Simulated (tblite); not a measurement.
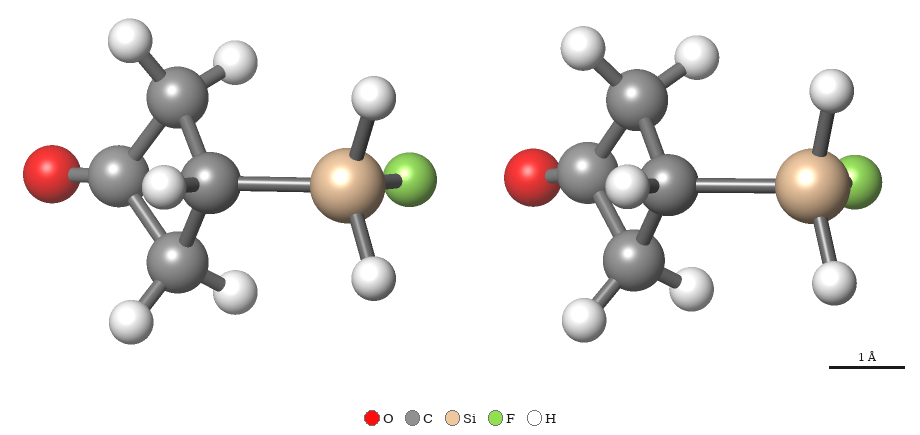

Two geometries of C4H7FOSi (charge +1, multiplicity 2), drawn at one scale. One is the start of a relaxation, the other its converged end. Style: ball-and-stick. Shown at a tilt.

Level of theory: GFN2-xTB geometry optimisation, gas phase in tblite 0.8.0. 

**Which of the two is the end point?**

The right one is the relaxed one. After 57 geometry steps the energy has fallen by 9.16 kcal/mol. The atom that moves furthest after the best rigid fit is the O atom (0.33 Å). Largest moves by element: O 0.33 Å, F 0.22 Å, H 0.21 Å, C 0.14 Å, Si 0.07 Å. Among the contacts that change: C–Si 1.902 → 1.992 Å, C–C 1.564 → 1.500 Å, C–C 1.543 → 1.488 Å, H–Si 1.484 → 1.449 Å. Among the angles between lasting bonds that change: H–Si–H 110.2° → 126.5°, C–C–H 111.7° → 102.5°, C–Si–F 107.5° → 98.6°.
